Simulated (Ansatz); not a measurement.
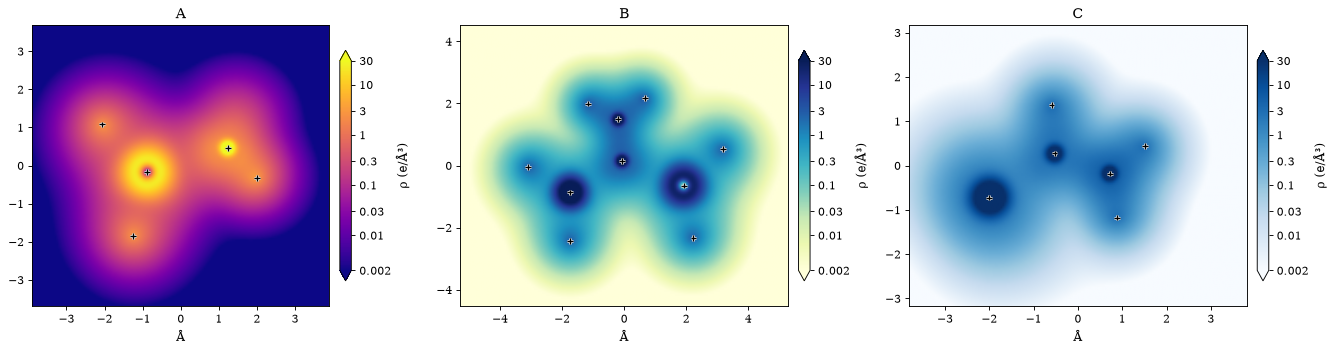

The electron density of 3 systems, each on a plane through atoms (crosses mark nuclei in the plane).

All numbers below come from RKS PBE0-D4/def2-TZVPP (Ansatz 0.2.0).

System 1: CH₃NSe (SMILES NC=[Se]), the molecular plane. Geometry: PBE0-D4/def2-TZVP.

```xyz
6

N    -0.2023   -0.4164    0.5824
C     0.0247    0.3550   -0.4749
Se    1.6166    0.7146   -1.1844
H    -1.1321   -0.5769    0.9309
H     0.5757   -0.8544    1.0503
H    -0.8827    0.7781   -0.9043
```

System 2: C₂H₆GaIn, the molecular plane. Geometry: PBE0-D4/def2-TZVP; core potentials replace the inner electrons of In.

| atom | x (Å) | y (Å) | z (Å) |
| --- | --- | --- | --- |
| C | -0.5502 | 0.5441 | -1.2887 |
| C | -0.0530 | 0.0094 | -0.1620 |
| Ga | 0.4429 | -1.8816 | -0.2385 |
| In | 0.1164 | 1.3153 | 1.5356 |
| H | -0.8625 | 1.5878 | -1.3717 |
| H | -0.6777 | -0.0354 | -2.2074 |
| H | 1.0391 | -2.6279 | 1.0094 |
| H | 0.2206 | -2.6336 | -1.6064 |
| H | 0.7342 | 0.7760 | 3.0525 |
| H | -0.4098 | 2.9458 | 1.2771 |

System 3: CH₃F₂In (SMILES F[CH](F)[InH2]), the plane of atoms C2, In4 and H7. Geometry: PBE0-D4/def2-TZVP; core potentials replace the inner electrons of In.

```csv
atom,x (Å),y (Å),z (Å)
F,0.0913,-1.7794,0.6916
C,0.5709,-0.4966,0.6205
F,1.8245,-0.5683,0.0691
In,-0.7453,0.7118,-0.6887
H,0.7012,-0.1525,1.6523
H,-1.5046,2.1145,-0.0370
H,-0.9380,0.1705,-2.3078
```

Which map belongs to which system?

Panel A is system 3, CH₃F₂In: the plane holds C, In and H. C–In (2.22 Å): the density is about 0.65 e/Å³ at the midpoint. Panel B is system 2, C₂H₆GaIn: the plane holds C, Ga, In and H. C–C (1.34 Å): the density is about 2.3 e/Å³ at the midpoint. Panel C is system 1, CH₃NSe: the plane holds N, C, Se and H. C–N (1.33 Å): the density is about 2.5 e/Å³ at the midpoint.
